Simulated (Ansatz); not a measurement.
Consider CH$_{5}$AlO···H$_{2}$.

```xyz
10

Al   -0.0836   -0.4823   -0.1370
O     0.0674   -0.1806    1.5687
H    -0.7243    0.0993    2.0687
H     1.2854   -0.9368   -0.8152
C    -1.8030   -0.2883   -1.0847
H    -2.4561   -1.1645   -0.9146
H    -2.3727    0.6015   -0.7625
H    -1.6463   -0.2096   -2.1750
H     0.2322    3.0761    1.8819
H     0.3037    2.3324    1.8099
```

All numbers below come from Ansatz 0.2.0, RKS BLYP-D4/6-31G*.

What can the converged electron density and electron localisation function tell about the bonding?

Al–O (1.74 Å): ρ at the midpoint is about 0.78 e/Å³; the ELF peaks at about 0.85 in the valence shell of O, 0.6 Å from its nucleus, and is about 0.45 at the midpoint.
C–Al (1.97 Å): the density is about 0.69 e/Å³ at the midpoint; the ELF peaks at about 0.95 between the atoms: a shared but strongly polarised pair.
O–H (0.98 Å): ρ is about 3.5 e/Å³ halfway; the ELF climbs to about 1 towards the hydrogen, as it does in any bond to H: an ordinary covalent bond to hydrogen.

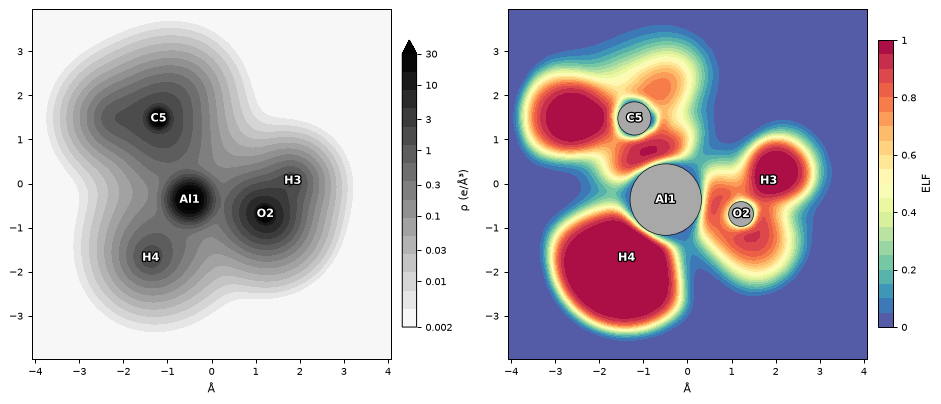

Computed electron density and electron localisation function on the plane of atoms O2, Al1 and C5, in this order. Grey discs cover the atomic cores in the ELF map. 
